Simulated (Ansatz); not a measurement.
# Phonons of Mg (P6_3/mmc, 2 atoms in the cell) against volume

Aim: how do the optical modes of Mg (P6_3/mmc, 2 atoms in the cell) move with volume?

Main program and level: Ansatz 0.2.0; DFT LDA, scalar-relativistic, plane waves, PAW; PAW set soft_1.

**Measured values to reproduce.**

“Theoretical and Experimental Research of Hydrogen Solid Solution in Mg and Mg-Al System” (2022, pmc:8911465) quotes from earlier work for Mg, hcp (bulk crystal): lattice constant c (c, literature experimental value) 5.213 Å [literature experimental value quoted for comparison; measurement temperature not stated].

Most raw output is cut from this account.

### Step 1. Starting point

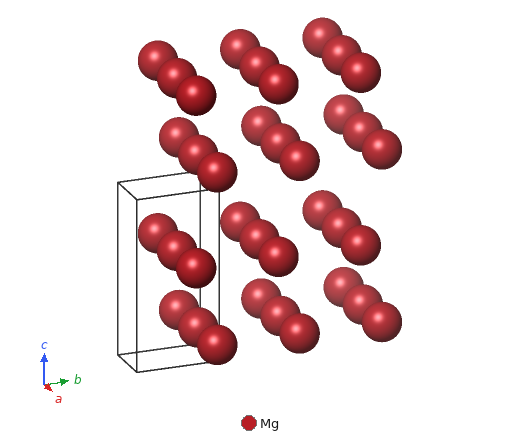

Start, viewed slightly off an axis; magnesium red. 3×3×2 cells are drawn.

### Step 2. Relaxation

Harmonic phonons are second derivatives at a point where the forces vanish, and they are wanted at zero stress, so atoms and cell are relaxed first.

input.yaml

```yaml
crystal:
  lattice:
    - [3.2093, 0.0, 0.0]
    - [-1.60465, 2.7793353284, 0.0]
    - [0.0, 0.0, 5.2103]
  atoms:
    - { symbol: Mg, position: [0.33333333, 0.66666667, 0.25] }
    - { symbol: Mg, position: [0.66666667, 0.33333333, 0.75] }
kpoints:
  mp_grid: { grid: [15, 15, 8] }
hamiltonian:
  xc: lda
  pseudopotentials: { kind: paw, azcp: { folder: soft_1 }, xc_functional: pbe }
scf:
  occupations: { method: gaussian, width: 0.1 }
output:
  forces: true
  stress: true
  eigenvalues: true
relax:
  adjacent_minimum: "off"
  f_tol: 0.005
  max_steps: 80
  cell: { stress_tol: 0.05 }
```

Launch:

```sh
$ ansatz run input.yaml --threads 4 --pin off --max-ram 10240MiB --backend cpu --events-out ev --progress --plain --runs-dir out
```

The job ended after 5.3 s (4 threads of Arm Neoverse V1, shared host; peak memory 0.36 GiB; 20 s of CPU time).

Step by step:

```csv
step,energy less that of the first step (eV),largest force component (eV/Å),pressure (GPa),volume (Å³)
1,0.0000,0.0000,-2.50,46.47
2,-0.0267,0.0000,-0.61,43.89
3,-0.0283,0.0000,0.09,43.10
4,-0.0283,0.0000,0.00,43.20
5*,-0.0282,0.0000,0.00,43.20
```

Relaxation steps marked * repeat the geometry before them on a plane-wave basis chosen anew for their cell, so energy and pressure can jump there.

The run keeps the 24 symmetry operations that it works with, so distortions that break them were not tested.

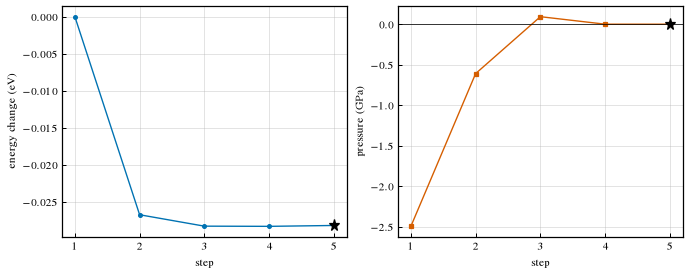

Energy and pressure along the relaxation. Stars mark steps on a basis chosen anew.

```csv
"conventional cell, symmetrised",before,after,change
a (Å),3.209,3.147,-2.0 %
b (Å),3.209,3.147,-2.0 %
c (Å),5.210,5.039,-3.3 %
volume (Å³/atom),23.24,21.60,-7.0 %
```

Final coordinates:

```
Mg
1.0
     3.14657    0.00000    0.00000
    -1.57329    2.72501    0.00000
     0.00000    0.00000    5.03869
Mg
2
Direct
  0.33333 0.66667 0.25000
  0.66667 0.33333 0.75000
```

Numbers from this step:

```
pressure          : 2.44e-4 GPa
volume per atom   : 21.60 Å³
gap on the k-mesh : 0 eV
```

In this step the volume went from 23.24 to 21.60 Å³/atom.

### Step 3. Tight relaxation

Phonons need small forces and stress, so the relaxation is finished with tight tolerances on 15×15×8 k points.

input.yaml, the sections that differ from step 2:

```yaml
crystal:
  lattice:
    - [3.1465729439, 0.0, 0.0]
    - [-1.573286472, 2.7250121043, 0.0]
    - [0.0, 0.0, 5.0386890166]
  atoms:
    - { symbol: Mg, position: [0.3333333333, 0.6666666667, 0.25] }
    - { symbol: Mg, position: [0.6666666667, 0.3333333333, 0.75] }
scf:
  occupations: { method: methfessel_paxton, width: 0.2 }
output:
  forces: true
  stress: true
  eigenvalues: true
  write_density: true
  write_potential: true
  elf: true
  volumetric_format: npy
relax:
  adjacent_minimum: "off"
  f_tol: 0.001
  max_steps: 60
  cell: { stress_tol: 0.01 }
# kpoints, hamiltonian: as in step 2
```

The job ended after 4.2 s (4 threads; peak memory 0.36 GiB).

The steps of the relaxation:

```csv
step,energy less that of the first step (eV),largest force component (eV/Å),pressure (GPa),volume (Å³)
1,0.0000,0.0000,-0.01,43.20
2,0.0000,0.0000,0.00,43.20
3,0.0000,0.0000,0.00,43.20
4*,0.0000,0.0000,0.00,43.20
```

Relaxation steps marked * repeat the geometry before them on a plane-wave basis chosen anew for their cell, so energy and pressure can jump there.

The run keeps the 24 symmetry operations that it works with, so distortions that break them were not tested.

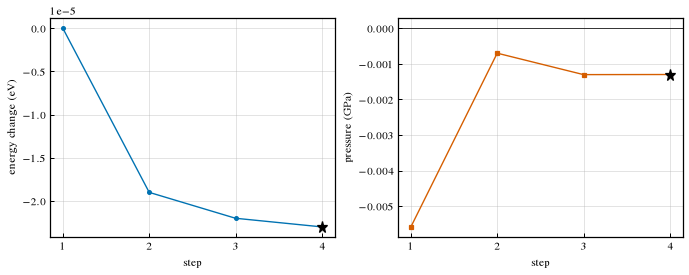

Energy and pressure along the relaxation. Stars mark steps on a basis chosen anew.

```csv
"conventional cell, symmetrised",before,after,change
a (Å),3.147,3.149,+0.1 %
b (Å),3.147,3.149,+0.1 %
c (Å),5.039,5.032,-0.1 %
volume (Å³/atom),21.60,21.60,-0.0 %
```

Final coordinates:

```xyz
2
Lattice="3.1487 0.0000 0.0000 -1.5743 2.7268 0.0000 0.0000 0.0000 5.0316" Properties=species:S:1:pos:R:3 pbc="T T T"
Mg    0.0000    1.8179    1.2579
Mg    1.5743    0.9089    3.7737
```

Numbers from this step:

| Property | Result |
| --- | --- |
| pressure | -0.001299 GPa |

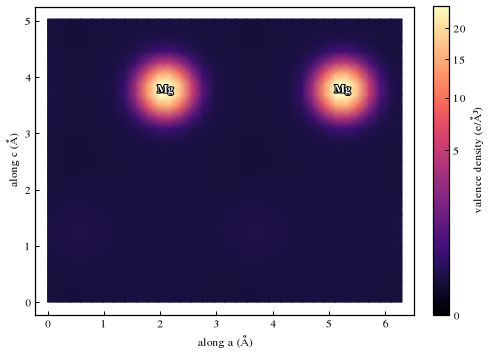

Valence density in the ac plane at fractional y = 0.333, with atoms of Mg within 0.2 Å of it. It is the smooth field of the valence electrons, not physical close to the nuclei. The colour scale is stretched toward low values.

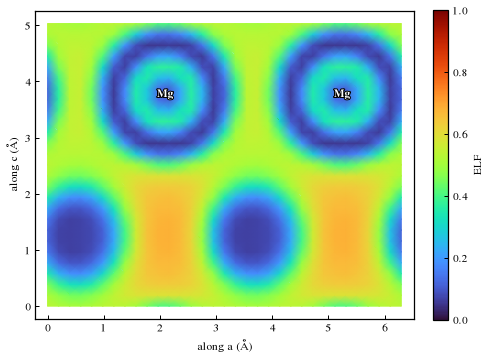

ELF in the ac plane at fractional y = 0.333, with atoms of Mg within 0.2 Å of it. It is the smooth field of the valence electrons, not physical close to the nuclei.

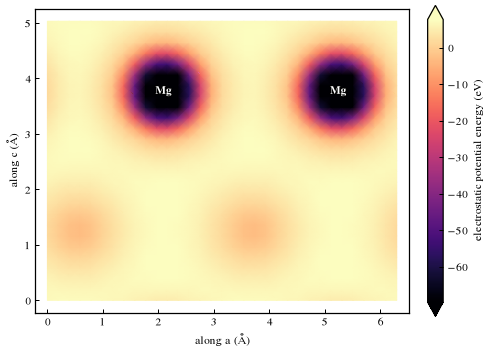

Electrostatic potential energy in the ac plane at fractional y = 0.333, with atoms of Mg within 0.2 Å of it. With pseudopotentials it is smooth inside the atoms' cores, unlike the true potential.

The forces vanish by symmetry and the pressure is -0.001 GPa, within the tolerances set. The cell now holds 21.60 Å³/atom.

### Step 4. Modes at rest

The force constants come from the linear response of the density to a displacement.

The modes at rest are the reference of the series.

input.yaml, the sections that differ from step 3:

```yaml
crystal:
  lattice:
    - [3.1486847676, 0.0, 0.0]
    - [-1.5743423838, 2.7268409972, 0.0]
    - [0.0, 0.0, 5.0315838005]
  atoms:
    - { symbol: Mg, position: [0.3333333333, 0.6666666667, 0.25] }
    - { symbol: Mg, position: [0.6666666667, 0.3333333333, 0.75] }
output:
  eigenvalues: true
phonons:
  method: dfpt
# kpoints, hamiltonian, scf: as in step 3
# relax: removed
```

Elapsed: 10 s, on 4 threads; peak memory 0.68 GiB.

Numbers from this step:

- sum-rule residual before enforcement: 2.71e-6 eV/Å²
- point group: 6/mmm
- highest optical mode at the zone centre (no LO-TO term): 260.9 cm⁻¹
- lowest optical zone-centre mode: 133.1 cm⁻¹

Patterns of degenerate modes are one choice out of their space. Modes at Γ:

```csv
mode,frequency (cm⁻¹),symmetry
1,0.0,acoustic
2,0.0,acoustic
3,0.0,acoustic
4,133.1,E2g
5,133.1,E2g
6,260.9,B1g
```

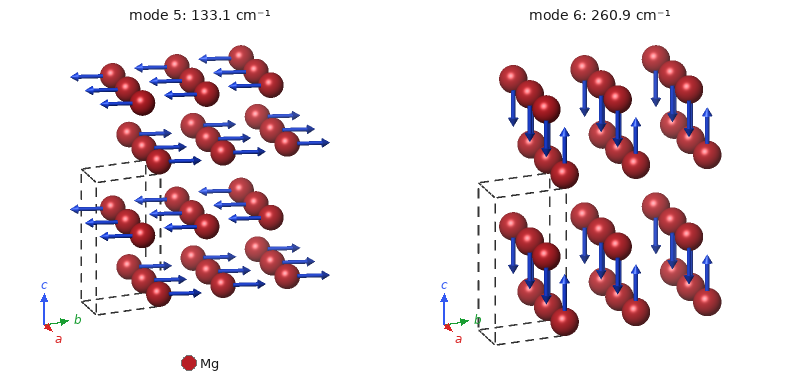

Displacement patterns of modes 5 and 6 at Γ; arrows are exaggerated. 3×3×2 cells are drawn.

Before it was imposed, the acoustic sum rule was missed by 2.7e-6 eV/Å². Small misses are needed for a sound result but don't prove that mesh and cutoff are converged. The lowest optical mode is real, 133 cm⁻¹.

### Step 5. Relaxation of a member: 1.06 times the volume at rest

The cell is set to 1.06 times the volume at rest, and shape and atoms relax at that volume.

input.yaml, the sections that differ from step 4:

```yaml
crystal:
  lattice:
    - [3.2114134215, 0.0, 0.0]
    - [-1.6057067108, 2.781165605, 0.0]
    - [0.0, 0.0, 5.1271556937]
  atoms:
    - { symbol: Mg, position: [0.3333333333, 0.6666666667, 0.25] }
    - { symbol: Mg, position: [0.6666666667, 0.3333333333, 0.75] }
output:
  forces: true
  stress: true
  eigenvalues: true
relax:
  adjacent_minimum: "off"
  f_tol: 0.001
  max_steps: 60
  cell: { stress_tol: 0.01, fix: [volume] }
# kpoints, hamiltonian, scf: as in step 4
# phonons: removed
```

It took 3.2 s on 4 threads; peak memory 0.36 GiB.

Little changed from the start: no atom moved by 0.005 Å and no cell edge by 0.1 %.

This step gave:

```yaml
pressure: -2.050 GPa
volume_per_atom: 22.90 Å³
```

The forces vanish by symmetry, at a pressure of -2.05 GPa.

### Step 6. Modes of this member: 1.06 times the volume at rest

The zone-centre modes follow for 1.06 times the volume at rest.

input.yaml, the sections that differ from step 5:

```yaml
crystal:
  lattice:
    - [3.2116948458, 0.0, 0.0]
    - [-1.6058474229, 2.7814093257, 0.0]
    - [0.0, 0.0, 5.1262572003]
  atoms:
    - { symbol: Mg, position: [0.3333333333, 0.6666666667, 0.25] }
    - { symbol: Mg, position: [0.6666666667, 0.3333333333, 0.75] }
output:
  eigenvalues: true
phonons:
  method: dfpt
# kpoints, hamiltonian, scf: as in step 5
# relax: removed
```

Elapsed: 11 s, on 4 threads; peak memory 0.7 GiB; 40 s of CPU time.

This step gave:

```
sum-rule residual before enforcement                    : 2.00e-4 eV/Å²
highest optical mode at the zone centre (no LO-TO term) : 235.0 cm⁻¹
lowest optical zone-centre mode                         : 123.9 cm⁻¹
```

Patterns of degenerate modes are one choice out of their space. Modes at Γ:

```csv
mode,frequency (cm⁻¹),symmetry
1,0.0,acoustic
2,0.0,acoustic
3,0.0,acoustic
4,123.9,E2g
5,123.9,E2g
6,235.0,B1g
```

The lowest optical mode is real, 124 cm⁻¹, and the highest lies at 235.0 cm⁻¹.

Between step 4 and this run (volume ratio 1.06) the value for the highest optical mode at the zone centre (no LO-TO term) moves from 261 cm⁻¹ to 235 cm⁻¹ (-10 %).

### Step 7. Relaxation of a member: 0.9 times the volume at rest

The cell is set to 0.9 times the volume at rest, and shape and atoms relax at that volume.

input.yaml, the sections that differ from step 6:

```yaml
crystal:
  lattice:
    - [3.0386313475, 0.0, 0.0]
    - [-1.5193156738, 2.6315319397, 0.0]
    - [0.0, 0.0, 4.8623874106]
  atoms:
    - { symbol: Mg, position: [0.3333333333, 0.6666666667, 0.25] }
    - { symbol: Mg, position: [0.6666666667, 0.3333333333, 0.75] }
output:
  forces: true
  stress: true
  eigenvalues: true
relax:
  adjacent_minimum: "off"
  f_tol: 0.001
  max_steps: 60
  cell: { stress_tol: 0.01, fix: [volume] }
# kpoints, hamiltonian, scf: as in step 6
# phonons: removed
```

Run time: 3.3 s. Hardware: 4 threads; peak memory 0.35 GiB; 12 s of CPU time.

Little changed from the start: no atom moved by 0.005 Å and no cell edge by 0.1 %.

This step gave:

* pressure: 5.161 GPa
* volume per atom: 19.44 Å³

The forces vanish by symmetry, at a pressure of 5.16 GPa.

### Step 8. Zone-centre modes of the member: 0.9 times the volume at rest

The zone-centre modes follow for 0.9 times the volume at rest.

input.yaml, the sections that differ from step 7:

```yaml
crystal:
  lattice:
    - [3.0383045946, 0.0, 0.0]
    - [-1.5191522973, 2.6312489633, 0.0]
    - [0.0, 0.0, 4.8634333129]
  atoms:
    - { symbol: Mg, position: [0.3333333333, 0.6666666667, 0.25] }
    - { symbol: Mg, position: [0.6666666667, 0.3333333333, 0.75] }
output:
  eigenvalues: true
phonons:
  method: dfpt
# kpoints, hamiltonian, scf: as in step 7
# relax: removed
```

Wall time 10 s (4 threads); peak memory 0.64 GiB; 39 s of CPU time.

Numbers from this step:

```yaml
sum_rule_residual_before_enforcement: 1.37e-4 eV/Å²
highest_optical_mode_at_the_zone_centre_no_lo_to_term: 309.7 cm⁻¹
lowest_optical_zone_centre_mode: 149.7 cm⁻¹
```

Patterns of degenerate modes are one choice out of their space. Modes at Γ:

```csv
mode,frequency (cm⁻¹),symmetry
1,0.0,acoustic
2,0.0,acoustic
3,0.0,acoustic
4,149.7,E2g
5,149.7,E2g
6,309.7,B1g
```

The lowest optical mode is real, 150 cm⁻¹, and the highest lies at 309.7 cm⁻¹.

For the highest optical mode at the zone centre (no LO-TO term), step 4 gave 261 cm⁻¹; this run, with volume ratio 0.9, gives 310 cm⁻¹ (+19 %).

### Step 9. All members side by side

The members are set side by side, also those not shown above.

Each row is one cell with its response, relaxed at fixed volume as far as symmetry leaves anything free; energies are extrapolated to zero smearing, and E0 is that at rest; shape and atoms are relaxed in each cell where symmetry leaves them free; all runs use 15×15×8 k points and Methfessel-Paxton smearing of 0.2 eV. State of the crystal along the series:

```csv
volume ratio,V (Å³/atom),pressure (GPa),E - E0 (meV/atom),first cell vector (Å),third cell vector (Å)
0.9,19.44,5.161,31.74,3.038,4.863
0.92,19.87,3.908,19.56,3.061,4.898
0.94,20.3,2.777,10.6,3.083,4.932
0.96,20.74,1.756,4.533,3.106,4.966
0.98,21.17,0.8327,1.084,3.127,4.999
0.99,21.38,0.4051,0.2617,3.138,5.016
1,21.6,-0.001299,0,3.149,5.032
1.02,22.03,-0.7549,1.052,3.17,5.064
1.04,22.46,-1.435,4.036,3.191,5.095
1.06,22.9,-2.05,8.759,3.212,5.126
```

Each mode is tracked from rest by its pattern, and modes that stay within 0.3 cm⁻¹ of each other stand once; shape and atoms are relaxed in each cell where symmetry leaves them free; all runs use 15×15×8 k points and Methfessel-Paxton smearing of 0.2 eV. Optical modes along the series:

```csv
V (Å³/atom),mode 4 E2g (cm⁻¹),mode 6 B1g (cm⁻¹)
19.44,149.7,309.7
19.87,146.3,299.3
20.3,142.9,289.2
20.74,139.6,279.5
21.17,136.3,270.1
21.38,134.7,265.4
21.6,133.1,260.9
22.03,130,252
22.46,126.9,243.5
22.9,123.9,235
```

From cubic fits (parabolas where under five rows exist) of ln ω and P against ln V through the rows within about 4 % of rest: γ = −d ln ω / d ln V and dω/dP = γ ω / B. Slopes at rest:

```csv
mode,fitted frequency at rest (cm⁻¹),Grüneisen parameter γ,dω/dP (cm⁻¹/GPa)
mode 4 E2g,133.1,1.2,4.04
mode 6 B1g,260.9,1.74,11.44
```

### Step 10. Results

| Property | Result |
| --- | --- |
| members | 10 |
| highest optical mode at the zone centre (no LO-TO term), at rest | 260.9 cm⁻¹ |
| bulk modulus at rest | 39.6 GPa |
| mode 4 E2g, γ | 1.20 |
| mode 6 B1g, γ | 1.74 |

What this shows: The series spans -2.0 to 5.2 GPa, and the slope at rest gives a bulk modulus of 40 GPa. Among the modes in the table of slopes γ runs from 1.20 (mode 4 E2g) to 1.74 (mode 6 B1g). One k mesh and one cutoff serve the ground states and modes of all volumes. These are harmonic frequencies at zero temperature: anharmonic shifts, linewidths and thermal expansion are left out. With no gap, or one that is small against the smearing, the frequencies hang on the k mesh and the smearing, most of all near Kohn anomalies. The PAW files were made for PBE; the program adapts parts of them to the functional of the run, but their partial waves stay those of PBE, an approximation that was not tested in this session. Only the zone centre was solved, so an instability at another wavevector cannot show here.

Computed beside measured:

```
              quantity  measured  LDA, PAW; PAW set soft_1
lattice constant c (Å)     5.213            5.032 (-3.5 %)
```

Measured values from pmc:8911465 (2022).

**Verdict.** The lattice constant c is off by -3.5 %: a clear miss. The grades are ours: good and fair within 0.8 and 2 % for the lattice constant c. Zero-point motion and thermal expansion are not in the computed lattice constants.

[Logs are printed without paths, hosts, clocks, repeated set-up lines and the standing remarks that a program may print on its own settings, such as how far it seeks lower states.]

[Hosts, paths, dates, database ids (printed as entryN), source tags and the programs' standing remarks are cut or masked in the printed files.]
